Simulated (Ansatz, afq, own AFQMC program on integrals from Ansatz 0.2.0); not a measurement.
# AlGaCl (quartet): AFQMC on the coupled-cluster ladder at distance Al2–Ga3 = 2.090 Å, cc-pVDZ

How near does AFQMC come to the top of the ladder for AlGaCl (quartet)?

Computed with Ansatz 0.2.0, Gaussian basis, and an in-house AFQMC program (afq) on its integrals; all values are calculated. Level: cc-pVDZ, frozen cores.

To be run: PBE (unrestricted); r2SCAN (unrestricted); PBE0 (unrestricted); B3LYP (unrestricted); wB97M-V (unrestricted); B2PLYP (unrestricted); CCSD(T) on UHF; CCSDT(Q) on UHF; Phaseless AFQMC, CISD trial on UHF.

## 1. The geometry

The geometry derives from a PBE0/def2-TZVP stationary point (not a proven minimum). One bond is set to the value named and the two fragments are kept rigid. No spin-orbit coupling is included. The filled d shell of Ga may be among the frozen orbitals whatever the setting's name suggests.

3 atoms, charge 0, spin multiplicity 4.

Atoms are counted from 1 here; the program's logs count them from 0.

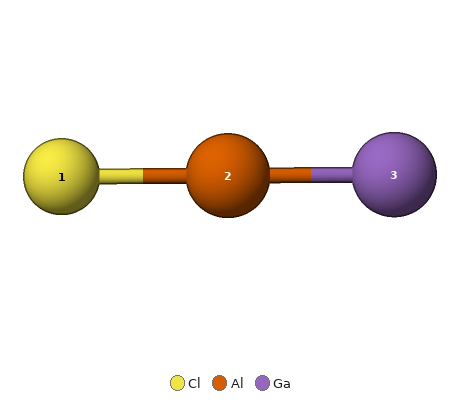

The geometry (chlorine yellow, aluminium orange, gallium purple); atoms are numbered from 1 in the order of the file.

## 2. PBE (unrestricted)

File in.yaml:

```yaml
crystal:
  periodic: [false, false, false]
  atoms:
    - {symbol: Cl, position_ang: [0.000000, 0.000000, 2.090533]}
    - {symbol: Al, position_ang: [0.000000, 0.000000, -0.000267]}
    - {symbol: Ga, position_ang: [0.000000, 0.000000, -2.090267]}
basis:
  gaussian: {orbitals: cc-pVDZ}
magnetization: {spin_polarized: true, initial_magnetization: 3}
hamiltonian: {xc: {name: PBE}}
output: {orbitals: {seedname: orbitals}}
```

Started as:

```bash
$ ansatz run in.yaml --threads 1 --pin off --events-out ev --progress --plain --max-ram 1382MiB
```

The log of the run:

```text
Functional definition: PBE
  name "PBE"
  cite "Perdew, Burke & Ernzerhof, Phys. Rev. Lett. 77, 3865 (1996) doi:10.1103/PhysRevLett.77.3865"
  parent pbe
  parameter kappa = 0.804
  parameter beta = 0.06672455060314922
  exchange = pbe_x(kappa = kappa, mu = beta*pi^2/3)
  correlation = pbe_c(beta = beta)
700 factors; integrals over basis functions are off by at most 9.5e-4 eV
mean field evaluation 1: about -71478.3525 eV, gradient 1.1e1 eV
mean field evaluation 2: about -71477.4529 eV, gradient 1.4e1 eV
mean field evaluation 4: about -71479.0873 eV, gradient 1.0e0 eV
mean field evaluation 8: about -71479.0968 eV, gradient 1.1e-2 eV
mean field -71479.09680071 eV, -2626.8083571540 hartree, gradient 2.3e-5 eV, S^2 3.752772; 0 other end points of the search recorded, 0 dependent functions left out
reference -71479.09683647 eV, -2626.8083584681 hartree; 32, 29 occupied and 31, 34 virtual orbitals, 700 factors
Total energy: -71479.09683647 eV, -2626.8083584681 hartree
```

Run time: 0.81 s. Hardware: 1 thread of AMD EPYC 9R45 (Zen 5), shared host.

From the report: ⟨S²⟩ of the determinant 3.753 (pure quartet: 3.75).

## 3. r2SCAN (unrestricted)

in.yaml, as its differences from that of step 2:

```diff
@@ -9,3 +9,2 @@
 magnetization: {spin_polarized: true, initial_magnetization: 3}
-hamiltonian: {xc: {name: PBE}}
-output: {orbitals: {seedname: orbitals}}
+hamiltonian: {xc: {name: r2SCAN}}
```

The command is unchanged.

The log of the run:

```text
Functional definition: r2SCAN
  name "r2SCAN"
  cite "Furness, Kaplan, Ning, Perdew & Sun, J. Phys. Chem. Lett. 11, 8208 (2020) doi:10.1021/acs.jpclett.0c02405"
  cite "Furness, Kaplan, Ning, Perdew & Sun, J. Phys. Chem. Lett. 11, 9248 (2020) doi:10.1021/acs.jpclett.0c03077"
  parent r2scan
  parameter k0 = 0.174
  parameter k1 = 0.065
  parameter a1 = 4.9479
  exchange = r2scan_x(k0 = k0, k1 = k1, a1 = a1)
  correlation = r2scan_c
700 factors; integrals over basis functions are off by at most 9.5e-4 eV
mean field evaluation 1: about -71493.5595 eV, gradient 9.1e0 eV
mean field evaluation 2: about -71493.4765 eV, gradient 9.5e0 eV
mean field evaluation 4: about -71494.1250 eV, gradient 8.3e-1 eV
mean field evaluation 8: about -71494.1285 eV, gradient 2.5e-2 eV
mean field -71494.12847327 eV, -2627.3607609317 hartree, gradient 2.5e-5 eV, S^2 3.759048; 0 other end points of the search recorded, 0 dependent functions left out
reference -71494.12848682 eV, -2627.3607614297 hartree; 32, 29 occupied and 31, 34 virtual orbitals, 700 factors
Total energy: -71494.12848682 eV, -2627.3607614297 hartree
```

It took 1.7 s on 1 thread of AMD EPYC 9R45 (Zen 5), shared host.

From the report: ⟨S²⟩ of the determinant 3.759 (pure quartet: 3.75).

## 4. PBE0 (unrestricted)

in.yaml, as its differences from that of step 3:

```diff
@@ -9,2 +9,3 @@
 magnetization: {spin_polarized: true, initial_magnetization: 3}
-hamiltonian: {xc: {name: r2SCAN}}
+hamiltonian: {xc: {name: PBE0}}
+output: {orbitals: {seedname: orbitals}}
```

The command is unchanged.

The log of the run:

```text
Functional definition: PBE0
  name "PBE0"
  cite "Adamo & Barone, J. Chem. Phys. 110, 6158 (1999) doi:10.1063/1.478522"
  cite "Perdew, Burke & Ernzerhof, Phys. Rev. Lett. 77, 3865 (1996) doi:10.1103/PhysRevLett.77.3865"
  parent pbe
  parameter a = 0.25
  parameter kappa = 0.804
  parameter beta = 0.06672455060314922
  exchange = (1 - a)*pbe_x(kappa = kappa, mu = beta*pi^2/3) + a*exact_x
  correlation = pbe_c(beta = beta)
700 factors; integrals over basis functions are off by at most 9.5e-4 eV
mean field evaluation 1: about -71481.2391 eV, gradient 8.4e0 eV
mean field evaluation 2: about -71481.2577 eV, gradient 8.5e0 eV
mean field evaluation 4: about -71481.8070 eV, gradient 4.5e-1 eV
mean field evaluation 8: about -71481.8576 eV, gradient 1.7e-2 eV
mean field evaluation 16: about -71481.8576 eV, gradient 5.6e-5 eV
mean field -71481.85760353 eV, -2626.9098147863 hartree, gradient 5.6e-5 eV, S^2 3.754432; 0 other end points of the search recorded, 0 dependent functions left out
reference -71481.85763052 eV, -2626.9098157782 hartree; 32, 29 occupied and 31, 34 virtual orbitals, 700 factors
Total energy: -71481.85763052 eV, -2626.9098157782 hartree
```

Run time: 1.2 s. Hardware: 1 thread of AMD EPYC 9R45 (Zen 5), shared host.

From the report: ⟨S²⟩ of the determinant 3.754 (pure quartet: 3.75).

## 5. B3LYP (unrestricted)

in.yaml, as its differences from that of step 4:

```diff
@@ -9,3 +9,2 @@
 magnetization: {spin_polarized: true, initial_magnetization: 3}
-hamiltonian: {xc: {name: PBE0}}
-output: {orbitals: {seedname: orbitals}}
+hamiltonian: {xc: {name: B3LYP}}
```

The command is unchanged.

The log of the run, shortened:

```text
Functional definition: B3LYP
  name "B3LYP"
  cite "Stephens, Devlin, Chabalowski & Frisch, J. Phys. Chem. 98, 11623 (1994) doi:10.1021/j100096a001"
  cite "Becke, Phys. Rev. A 38, 3098 (1988) doi:10.1103/PhysRevA.38.3098"
  cite "Lee, Yang & Parr, Phys. Rev. B 37, 785 (1988) doi:10.1103/PhysRevB.37.785"
  cite "Vosko, Wilk & Nusair, Can. J. Phys. 58, 1200 (1980) doi:10.1139/p80-159"
[...]
700 factors; integrals over basis functions are off by at most 9.5e-4 eV
[...]
mean field -71497.92324475 eV, -2627.5002162116 hartree, gradient 4.4e-5 eV, S^2 3.752547; 0 other end points of the search recorded, 0 dependent functions left out
reference -71497.92344900 eV, -2627.5002237176 hartree; 32, 29 occupied and 31, 34 virtual orbitals, 700 factors
Total energy: -71497.92344900 eV, -2627.5002237176 hartree
```

Wall time 1.1 s (1 thread of AMD EPYC 9R45 (Zen 5), shared host).

From the report: ⟨S²⟩ of the determinant 3.753 (pure quartet: 3.75).

## 6. wB97M-V (unrestricted)

in.yaml, as its differences from that of step 5:

```diff
@@ -9,2 +9,3 @@
 magnetization: {spin_polarized: true, initial_magnetization: 3}
-hamiltonian: {xc: {name: B3LYP}}
+hamiltonian: {xc: {name: wB97M-V}}
+output: {orbitals: {seedname: orbitals}}
```

Same command.

The log of the run, shortened:

```text
Functional definition: wB97M-V
  name "wB97M-V"
  cite "Mardirossian & Head-Gordon, J. Chem. Phys. 144, 214110 (2016) doi:10.1063/1.4952647"
  cite "Becke, J. Chem. Phys. 107, 8554 (1997) doi:10.1063/1.475007"
  cite "Vydrov & Van Voorhis, J. Chem. Phys. 133, 244103 (2010) doi:10.1063/1.3521275"
  # Of w^i u^j: cxij and so on, Table III.
[...]
  gx(w, u) = 1 - cx + cx01*u + cx10*w
  gss(w, u) = css00 + css04*u^4 + css10*w + css20*w^2 + css43*w^4*u^3
  gos(w, u) = cos00 + cos10*w + (cos20 + cos21*u)*w^2 + (cos60 + cos61*u)*w^6
[...]
      + integral(e_c_pw_mod_opposite_spin*gos(b97_w_opposite, b97_u_opposite)) + vv10(b, c)
700 factors; integrals over basis functions are off by at most 9.5e-4 eV
186 factors; integrals over basis functions are off by at most 2.1e-5 eV
[...]
mean field -71491.88787762 eV, -2627.2784205603 hartree, gradient 2.9e-5 eV, S^2 3.754039; 0 other end points of the search recorded, 0 dependent functions left out
reference -71491.88791075 eV, -2627.2784217779 hartree; 32, 29 occupied and 31, 34 virtual orbitals, 700 factors
Total energy: -71491.88791075 eV, -2627.2784217779 hartree
```

Run time: 4.8 s. Hardware: 1 thread of AMD EPYC 9R45 (Zen 5), shared host; peak memory 0.32 GiB.

From the report: ⟨S²⟩ of the determinant 3.754 (pure quartet: 3.75).

## 7. B2PLYP (unrestricted)

in.yaml, as its differences from that of step 6:

```diff
@@ -9,3 +9,3 @@
 magnetization: {spin_polarized: true, initial_magnetization: 3}
-hamiltonian: {xc: {name: wB97M-V}}
-output: {orbitals: {seedname: orbitals}}
+hamiltonian: {xc: {name: B2PLYP}}
+correlation: {electrons: outside_noble_gas}
```

The command is unchanged.

The log of the run, shortened:

```text
Functional definition: B2PLYP
  name "B2PLYP"
  cite "Grimme, J. Chem. Phys. 124, 034108 (2006) doi:10.1063/1.2148954"
  cite "Becke, Phys. Rev. A 38, 3098 (1988) doi:10.1103/PhysRevA.38.3098"
  cite "Lee, Yang & Parr, Phys. Rev. B 37, 785 (1988) doi:10.1103/PhysRevB.37.785"
[...]
700 factors; integrals over basis functions are off by at most 9.5e-4 eV
[...]
mean field -71475.24867272 eV, -2626.6669410590 hartree, gradient 1.4e-6 eV, S^2 3.756303; 0 other end points of the search recorded, 0 dependent functions left out
24 core orbitals not correlated: weight in the atoms' cores, before any rotation towards them, 0.997 or more for the frozen orbitals, at most 0.001 for the correlated occupied ones
reference -71475.24880192 eV, -2626.6669458069 hartree; 8, 5 occupied and 31, 34 virtual orbitals, 700 factors
second order -7.05473068 eV of doubles, -0.00000000 eV of singles
Total energy: -71477.15357921 eV, -2626.7369450810 hartree
```

Run time: 1.5 s. Hardware: 1 thread of AMD EPYC 9R45 (Zen 5), shared host.

From the report: ⟨S²⟩ of the determinant 3.756 (pure quartet: 3.75).

## 8. CCSD(T) on UHF

in.yaml, as its differences from that of step 7:

```diff
@@ -9,3 +9,2 @@
 magnetization: {spin_polarized: true, initial_magnetization: 3}
-hamiltonian: {xc: {name: B2PLYP}}
-correlation: {electrons: outside_noble_gas}
+correlation: {method: ccsd_t, electrons: outside_noble_gas, hamiltonian_folder: ham}
```

Same command.

The log of the run, shortened:

```text
Functional definition: HF
  name "HF"
  cite "Fock, Z. Phys. 61, 126 (1930) doi:10.1007/BF01340294"
  parent pbe
[...]
700 factors; integrals over basis functions are off by at most 9.5e-4 eV
[...]
mean field -71420.05215924 eV, -2624.6385066019 hartree, gradient 3.1e-6 eV, S^2 3.765402; 2 other end points of the search recorded, 0 dependent functions left out
determinant -71420.05215924 eV, -2624.6385066019 hartree, with singles and doubles -71426.36876971 eV, -2624.8706377551 hartree
determinant -71416.76117016 eV, -2624.5175649841 hartree, with singles and doubles -71422.85063348 eV, -2624.7413486335 hartree
determinant -71416.66427920 eV, -2624.5140043071 hartree, with singles and doubles -71423.06620165 eV, -2624.7492706176 hartree
24 core orbitals not correlated: weight in the atoms' cores, before any rotation towards them, 0.999 or more for the frozen orbitals, at most 0.001 for the correlated occupied ones
reference -71420.05215924 eV, -2624.6385066019 hartree; 8, 5 occupied and 31, 34 virtual orbitals, 700 factors
second order -5.57504155 eV of doubles, -0.00000000 eV of singles
cycle   1  -6.31688439 eV  change   -2.7e-4 eV  update   9.1e-4
[...]
cycle   7  -6.31723702 eV  change   -4.2e-6 eV  update   2.9e-6
perturbative correction -0.18576109 eV, -0.0068265940 hartree
Total energy: -71426.55515735 eV, -2624.8774873745 hartree
```

Wall time 2.1 s (1 thread of AMD EPYC 9R45 (Zen 5), shared host).

From the report: ⟨S²⟩ of the determinant 3.765 (pure quartet: 3.75); correlation -6.5030 eV; T1 0.018; largest double amplitude 0.06.

This run also writes the integrals to the folder ham.

## 9. CCSDT(Q) on UHF

in.yaml, as its differences from that of step 8:

```diff
@@ -9,2 +9,2 @@
 magnetization: {spin_polarized: true, initial_magnetization: 3}
-correlation: {method: ccsd_t, electrons: outside_noble_gas, hamiltonian_folder: ham}
+correlation: {method: ccsdt_q, electrons: outside_noble_gas}
```

Launched as before.

The log of the run, shortened:

```text
Functional definition: HF
  name "HF"
  cite "Fock, Z. Phys. 61, 126 (1930) doi:10.1007/BF01340294"
  parent pbe
[...]
1195 factors; integrals over basis functions are off by at most 2.3e-7 eV
[...]
mean field -71420.05225412 eV, -2624.6385100887 hartree, gradient 2.7e-6 eV, S^2 3.765402; 2 other end points of the search recorded, 0 dependent functions left out
determinant -71420.05225412 eV, -2624.6385100887 hartree, with singles and doubles -71426.36887200 eV, -2624.8706415142 hartree
determinant -71416.76127736 eV, -2624.5175689234 hartree, with singles and doubles -71422.85073982 eV, -2624.7413525415 hartree
determinant -71416.66437436 eV, -2624.5140078040 hartree, with singles and doubles -71423.06630650 eV, -2624.7492744707 hartree
24 core orbitals not correlated: weight in the atoms' cores, before any rotation towards them, 0.999 or more for the frozen orbitals, at most 0.001 for the correlated occupied ones
reference -71420.05225412 eV, -2624.6385100887 hartree; 8, 5 occupied and 31, 34 virtual orbitals, 1195 factors
second order -5.57504857 eV of doubles, -0.00000000 eV of singles
cycle   1  -6.09767206 eV  change   -5.2e-1 eV  update   8.2e-2
[...]
cycle  16  -6.53413304 eV  change   -1.2e-6 eV  update   6.3e-7
perturbative correction -0.01584108 eV, -0.0005821489 hartree
Total energy: -71426.60222823 eV, -2624.8792171977 hartree
```

Run time: 15 s. Hardware: 1 thread of AMD EPYC 9R45 (Zen 5), shared host; peak memory 0.49 GiB.

From the report: ⟨S²⟩ of the determinant 3.765 (pure quartet: 3.75); correlation -6.5500 eV; T1 0.020; largest double amplitude 0.07.

## 10. Phaseless AFQMC, CISD trial on UHF

It reads the integrals that the CCSD(T) run on this determinant wrote.

Started as:

```bash
$ afq ham --method phaseless --trial cisd --walkers 60 --populations 1 --least-time 40 --time-step 0.005 --steps-per-block 50 --equilibration-blocks 28 --max-blocks 300 --target-error 0.00043 --factor-cut 1e-05 --start spin_pure --seed 5492 --release-times 0.24,0.51,0.99,1.62,2.4 --release-step 0.03 --release-every 4 --taylor-order 6
```

The log of the run:

```text
orbitals 39  electrons 8 5  factors 297 of 700
reference energy -2624.63850660 Eh
CCSD correlation -0.23215419 Eh in 11 cycles, weight of the determinant in the CISD state 0.8668
energy of the start -2624.870038 Eh
 block  time / (1/Eh)  mean weight  energy / Eh
     1     0.250  0.9995  -2624.866541
     2     0.500  0.9981  -2624.866601
     3     0.750  0.9983  -2624.869368
     4     1.000  1.0008  -2624.873331
     5     1.250  0.9993  -2624.874786
     6     1.500  0.9981  -2624.875382
     7     1.750  1.0002  -2624.881744
     8     2.000  1.0032  -2624.880257
     9     2.250  0.9999  -2624.877394
    10     2.500  1.0009  -2624.876967
    13     3.250  1.0019  -2624.873444
    19     4.750  0.9987  -2624.878998
    25     6.250  0.9998  -2624.883168
    31     7.750  0.9993  -2624.882827
    37     9.250  0.9987  -2624.879099
    43    10.750  0.9994  -2624.883357
    49    12.250  1.0002  -2624.881054
    55    13.750  1.0006  -2624.881172
    61    15.250  1.0007  -2624.878568
    67    16.750  0.9984  -2624.871731
    73    18.250  0.9993  -2624.879524
    79    19.750  1.0002  -2624.875927
    85    21.250  0.9998  -2624.873166
    91    22.750  1.0012  -2624.873901
    97    24.250  0.9994  -2624.878861
   103    25.750  1.0000  -2624.876305
   109    27.250  0.9987  -2624.881529
   115    28.750  0.9981  -2624.874848
   121    30.250  0.9997  -2624.882465
   127    31.750  0.9976  -2624.878220
   133    33.250  0.9991  -2624.884565
   139    34.750  1.0002  -2624.881099
   145    36.250  1.0007  -2624.876197
   151    37.750  0.9992  -2624.880032
   157    39.250  0.9999  -2624.881633
   163    40.750  1.0003  -2624.879007
   169    42.250  0.9991  -2624.880120
   175    43.750  0.9984  -2624.875814
   181    45.250  0.9980  -2624.880940
   187    46.750  1.0005  -2624.883352
   193    48.250  0.9995  -2624.880881
   199    49.750  1.0003  -2624.874927
   205    51.250  0.9995  -2624.879662
   211    52.750  0.9992  -2624.876957
   217    54.250  1.0013  -2624.876999
   223    55.750  1.0018  -2624.881059
   229    57.250  1.0019  -2624.875067
   235    58.750  0.9998  -2624.879284
   241    60.250  1.0014  -2624.877630
   247    61.750  0.9992  -2624.871234
   253    63.250  0.9999  -2624.877477
blocks merged  error / Eh  count
     1  0.000262  230
     2  0.000331  115
     4  0.000392  57
     8  0.000417  28
    16  0.000517  14
released: time / (1/Eh)  energy / Eh  error  mean overlap
  0.24  -2624.878650  0.000400  0.9968
  0.51  -2624.879087  0.000468  0.9914
  0.99  -2624.879976  0.000455  0.9678
  1.62  -2624.878847  0.000467  0.9920
  2.40  -2624.878163  0.000554  1.0147
energy -2624.878897 +/- 0.000417 Eh
```

It took 3.3 min on 1 thread of AMD EPYC 9R45 (Zen 5), shared host.

Energy -71426.5935 ± 0.0114 eV. Caveats: constraint bias not in the error. The error still grows with block length (0.0107 to 0.0141 eV), so the bar may be too small.

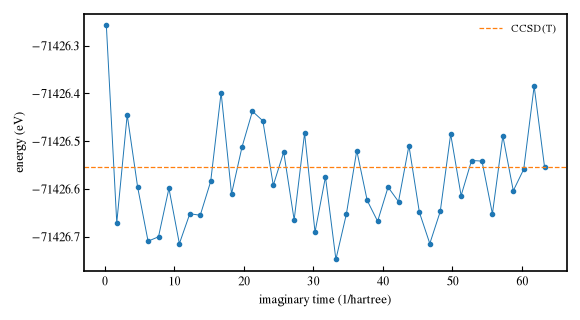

Block energies along the walk.

## 11. All levels side by side

On the UHF determinant, counted from CCSDT(Q) (a yardstick, not exact):

```tsv
level	energy (eV)	from CCSDT(Q) (meV)	statistical error (meV)	time
HF	-71420.0522	+6550.1		
MP2	-71425.6272	+975.0		
CCSD	-71426.3694	+232.8		
CCSD(T)	-71426.5552	+47.1		
CCSDT(Q)	-71426.6022	0.0		
Phaseless AFQMC, CISD trial, step 0.005, 60 walkers	-71426.5935	+8.7	11.4	3.3 min
```

The functionals' totals stand on their own zeros and serve differences with other points: PBE -71479.097 eV; r2SCAN -71494.128 eV; PBE0 -71481.858 eV; B3LYP -71497.923 eV; wB97M-V -71491.888 eV; B2PLYP -71477.154 eV.

## 12. What came out

| quantity | value |
| --- | --- |
| CCSD(T) on UHF from CCSDT(Q) | +47.1 meV |
| Phaseless AFQMC, CISD trial on UHF from CCSDT(Q) | +8.7 ± 11.4 meV |

On UHF the phaseless walk with the CISD trial lies +8.7 meV from CCSDT(Q), within three error bars. Error bars are statistical and leave out the constraint, the time step and what remains of the start.
